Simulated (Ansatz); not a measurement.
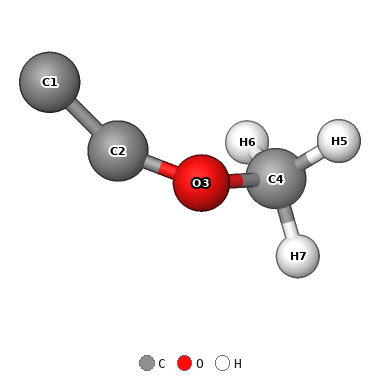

The system is C3H3O, SMILES [C+]#COC, charge +1; the picture shows the reference structure. First axis: angle C2–O3–C4. Second axis: change of the bonds O3–C2, O3–C4, all alike. Nothing is relaxed (all other coordinates rigid). Grid: 15 × 15 points. Points are written as (first, second). Energies are in kJ/mol, from the lowest grid point. Energies and slopes of some neighbouring points disagree (a jump in structure or state, or too coarse a mesh). Level of theory: RKS SPW92 (LDA)/def2-TZVP in Ansatz 0.2.0.

Its coordinates:

```
atom    x (Å)    y (Å)    z (Å)
   C   1.2379  -1.9998   1.2207
   C   0.3414  -1.3633   0.4646
   O   0.0457  -0.6167  -0.4582
   C  -0.3349   0.7655  -0.2929
   H   0.3635   1.3317  -0.9400
   H  -0.3152   1.0485   0.7686
   H  -1.3384   0.8341  -0.7628
```

Range: angle C2–O3–C4 from 79.2 to 169.2°; change of the bonds O3–C2, O3–C4, all alike from −0.147 to 0.227 Å.

Question: Predict the map.

Answer: The lowest grid point is at (124.2°, 0.013 Å). The highest grid point, (79.2°, −0.147 Å), lies 428 kJ/mol above the lowest.

```csv
"second ↓, first →",79.2,85.6,92.0,98.5,104.9,111.3,117.8,124.2,130.6,137.0,143.5,149.9,156.3,162.8,169.2
0.227,251,221,189,168,156,152,153,159,169,181,196,212,227,241,253
0.200,231,201,167,144,130,124,125,130,139,152,166,182,197,211,222
0.173,213,184,147,121,106,99,98,103,111,123,137,153,168,181,192
0.147,198,170,130,102,84,76,74,78,86,98,111,126,141,154,165
0.120,185,159,116,85,65,55,52,55,62,73,86,101,115,128,138
0.093,176,151,106,71,49,37,33,35,41,51,64,78,92,104,114
0.067,171,148,101,63,38,24,18,19,24,34,46,59,72,85,94
0.040,170,150,101,59,31,15,7,7,11,20,31,44,56,68,77
0.013,177,158,108,62,31,12,2,0,3,11,21,33,45,56,65
−0.013,190,173,121,72,38,16,4,0,2,8,18,29,40,51,59
−0.040,212,197,145,91,53,28,14,8,8,13,22,32,43,53,61
−0.067,245,231,179,121,79,51,34,26,24,28,35,44,54,63,70
−0.093,290,275,224,161,115,83,64,53,50,52,58,66,74,83,90
−0.120,350,334,285,217,166,131,108,95,89,90,94,100,108,116,122
−0.147,428,409,362,291,235,195,169,153,145,143,145,150,157,164,170
```

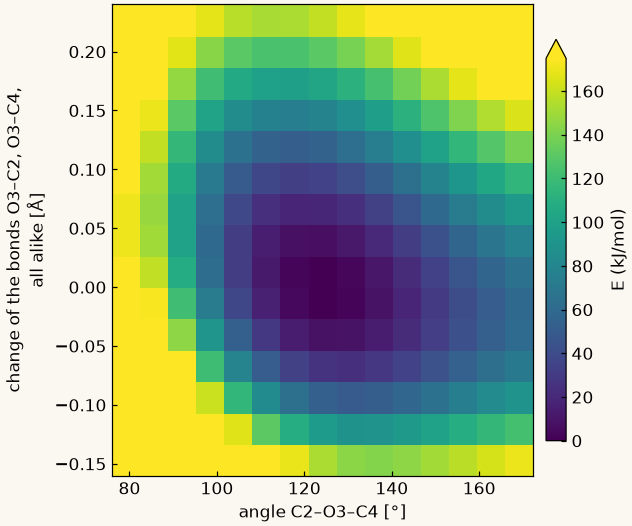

Drawn: one coloured cell a grid point, one colour for all values above the top of the scale.

Each point was launched as `ansatz run input.yaml --threads 1 --pin off --max-ram 2560MiB --backend cpu --events-out ev --progress --plain --runs-dir out`. Time for the 225 points that were run: 13 min on 1 thread of Arm Neoverse V1 (shared host).
